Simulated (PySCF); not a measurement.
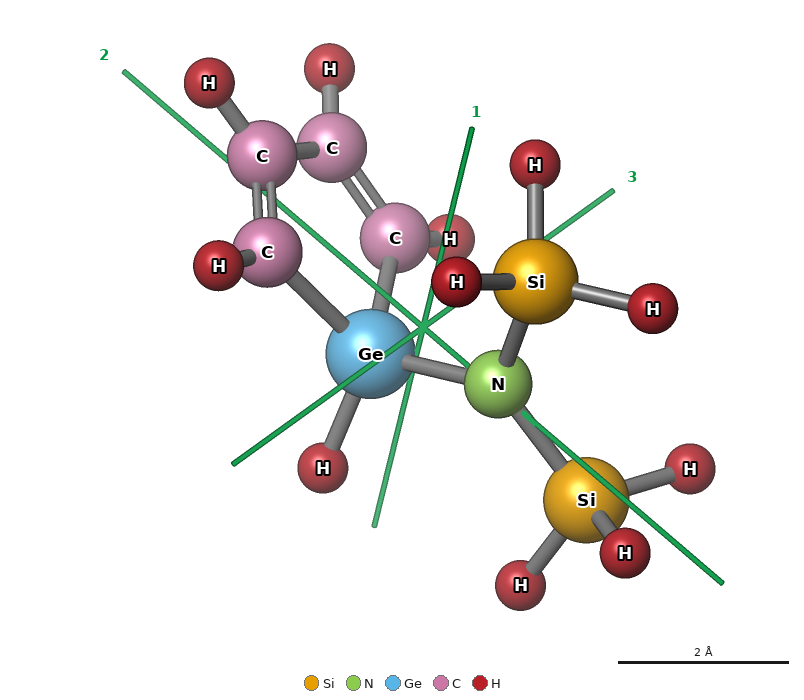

The three principal axes of inertia are drawn and numbered. Distant atoms are faded towards the background colour. The computed structure is the end point of a PBE0-D3(BJ)/def2-SVP optimisation. No frequency run is at hand to confirm it as a minimum. Masses are those of the most abundant isotopes; constants are for the rigid equilibrium geometry.

> Which line is the a axis (least moment of inertia), which b and which c?

a is line 2, b is line 1, c is line 3; the moments are 279, 650, 772 u Å².

> What kind of rotor is it, and what are its rotational constants in MHz?

An asymmetric top (C1): A = 1814, B = 777, C = 655 MHz. Ray's parameter κ is −0.79, nearer the prolate limit.
